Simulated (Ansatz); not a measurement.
GaAlNH₅OCl₂: several calculations on one system

### Relaxation

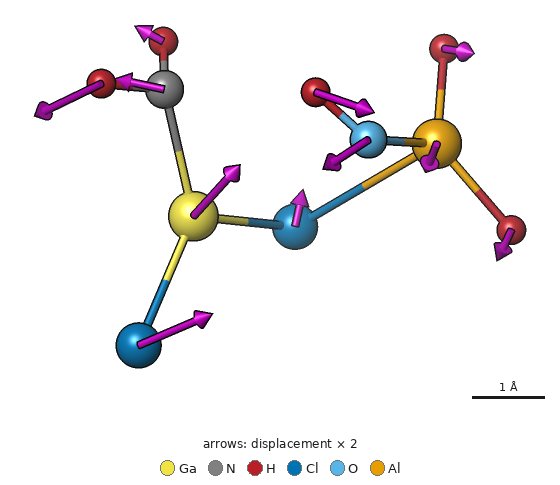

This is a relaxation of GaAlNH5OCl2. The starting structure is drawn; purple arrows show the displacements, 2 times their true length. The two geometries are superimposed by the best rigid fit.

The picture is a ball-and-stick view, seen at a tilt.

The run prepares an end point of a later path (reaction) calculation, from a guessed geometry.

The calculation used Ansatz 0.2.0, RKS PBE/def2-SVP.

Input
```yaml
crystal:
  periodic: [false, false, false]
  atoms:
    - { symbol: Ga, position_ang: [0.244714, 0.068701, 0.166932] }
    - { symbol: "N", position_ang: [-0.051022, -0.205036, 2.021199] }
    - { symbol: H, position_ang: [-0.897175, -0.760213, 2.208315] }
    - { symbol: H, position_ang: [0.743795, -0.638153, 2.509551] }
    - { symbol: Cl, position_ang: [2.144932, 0.20098, -0.804086] }
    - { symbol: Cl, position_ang: [-1.587768, 0.289099, -1.048558] }
    - { symbol: O, position_ang: [-0.775115, 2.631034, 1.264315] }
    - { symbol: Al, position_ang: [-2.256595, 2.579195, 0.316693] }
    - { symbol: H, position_ang: [-3.574664, 1.959609, 0.985013] }
    - { symbol: H, position_ang: [-2.255165, 3.577004, -0.925131] }
    - { symbol: H, position_ang: [-0.649636, 1.97688, 2.000956] }
basis:
  gaussian: { orbitals: def2-SVP }
hamiltonian:
  xc: pbe
relax:
  f_tol: 0.03
  max_steps: 50
```

Command:
```bash
ansatz run input.yaml --threads 4 --pin off --max-ram 5120MiB --backend cpu --events-out ev --progress --plain --runs-dir out
```

What happened in the run?

Answer. H4 moves most after the best rigid fit: 0.72 Å. By element the largest moves are H 0.72 Å, Cl 0.63 Å, Ga 0.62 Å, O 0.48 Å, N 0.36 Å, Al 0.34 Å. Some distances before and after: Ga1–O7 2.968 → 1.962 Å, Cl6–Al8 2.749 → 2.347 Å, Ga1–Cl6 2.210 → 2.395 Å, O7–Al8 1.759 → 1.876 Å. New bonds form, among them: Ga1–O7 (2.97 → 1.96 Å). Bond angles that change, for instance: Cl6–Al8–H9 94.9° → 109.4°, Cl6–Al8–H10 97.7° → 107.8°, O7–Al8–H9 118.6° → 108.9°. Groups turn about O7–Al8 by about 65°. Over 12 accepted moves (14 points after the start) the energy falls by 99.6 kJ/mol. Largest force component: 1.2 eV/Å at the start, 0.011 eV/Å at the end. The line search rejected the trial steps at points 10, 12 of the run. The run took 28 s on 4 threads of Arm Neoverse V2 (shared host), peak memory 0.24 GiB.

### Relaxation

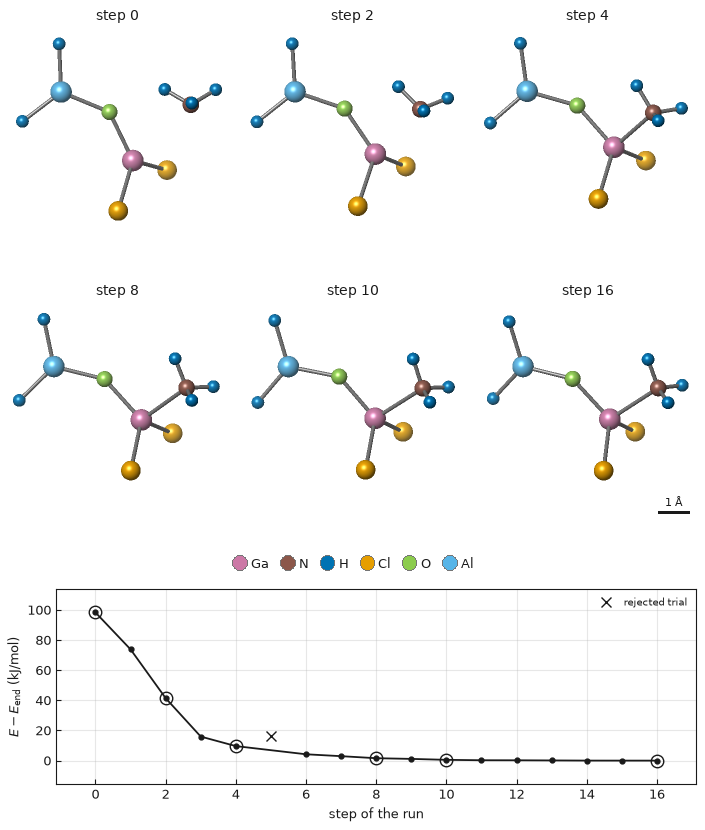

Frames of a relaxation of GaAlNH$_{5}$OCl$_{2}$, marked on the history of the run. Style: ball-and-stick. Shown from a free direction.

The run prepares an end point of a later path (reaction) calculation, from a guessed geometry.

These are results of Ansatz 0.2.0, RKS PBE/def2-SVP, not measurements. (no spin polarisation; force threshold 0.03 eV/Å; at most 50 steps)

Describe the path.

After 15 accepted moves (16 points after the start) the energy has fallen by 98.3 kJ/mol. The largest force component goes from 0.79 to 0.015 eV/Å. The line search rejected the trial step at point 5 of the run. The largest moves after the best rigid fit, 0.93 Å, are those of H and Cl atoms. By element the largest moves are H 0.93 Å, Cl 0.92 Å, Ga 0.77 Å, O 0.50 Å, N 0.37 Å, Al 0.32 Å. Among the contacts that change: Ga–N 3.107 → 2.091 Å, Cl–Ga 2.149 → 2.187 Å, Al–O 1.733 → 1.718 Å, H–N 1.045 → 1.030 Å. New bonds form, among them: Ga–N (3.11 → 2.09 Å). Among the angles between lasting bonds that change: Ga–O–Al 138.5° → 143.2°, Cl–Ga–Cl 120.4° → 117.0°, Cl–Ga–O 119.8° → 117.5°. Groups turn about Ga–O by about 30°. From step 0 to 2: the Ga atom moves most (0.39 Å), energy −56.9 kJ/mol. From step 2 to 4: an H atom moves most (0.38 Å), energy −31.8 kJ/mol. From step 4 to 8: an H atom moves most (0.34 Å), energy −8.04 kJ/mol. From step 8 to 10: an H atom moves most (0.27 Å), energy −1.08 kJ/mol. From step 10 to 16: an H atom moves most (0.35 Å), energy −0.52 kJ/mol.

Limits of the set-up: the start holds two separate molecules, 2.2 Å apart at their closest, whose relative position is a soft coordinate and is computed without a dispersion correction.

### Path

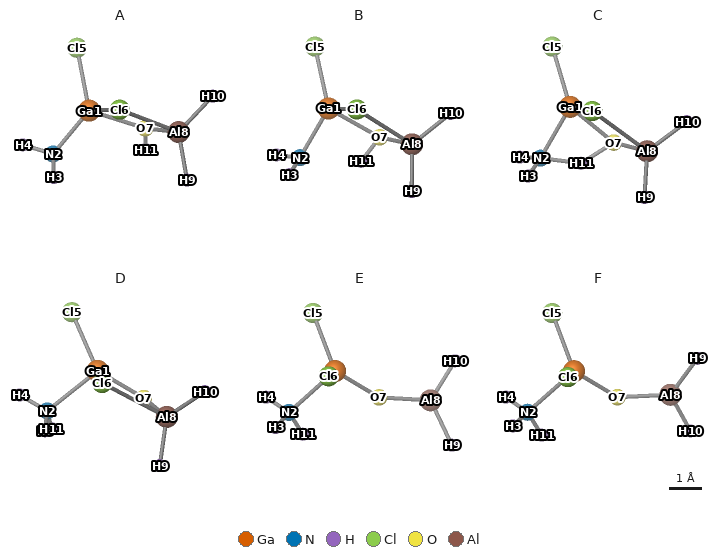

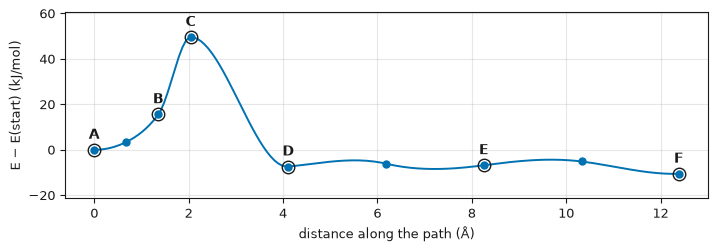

A nudged-elastic-band calculation for GaAlNH$_{5}$OCl$_{2}$. Images are numbered from 0 (start) to 8 (end). Frames A to F are images 0, 2, 3, 4, 6, 8. A ball-and-stick model, seen from a free direction.

The calculation used RKS PBE/def2-SVP in Ansatz 0.2.0. Set-up: 7 movable images; climbing image; force threshold 0.05 eV/Å; iteration limit 60; starting path through a guess of the saddle point.

Q: Read off the barrier and say what moves.

A: The energy climbs by 49.6 kJ/mol to image 3 and then falls by 60.2 kJ/mol, so the end point sits at −10.5 kJ/mol. The path has more than one stage, and so few images may leave a stage unresolved. Breaking: Cl6–Al8 (2.35 → 2.56 at the top → 4.61 Å), O7–H11 (0.98 → 1.25 at the top → 2.75 Å). Forming: N2–H11 (3.10 → 1.33 at the top → 1.03 Å). The band converged in 30 iterations. The largest component of the band force went from 10 to 0.033 eV/Å. The climbing image converged on the top of the path. Its vibrational analysis gives one imaginary mode (1093i cm⁻¹), as a transition state must have.

Cost: 5.4 min on 4 threads of Arm Neoverse V2 (shared host), peak memory 0.23 GiB.
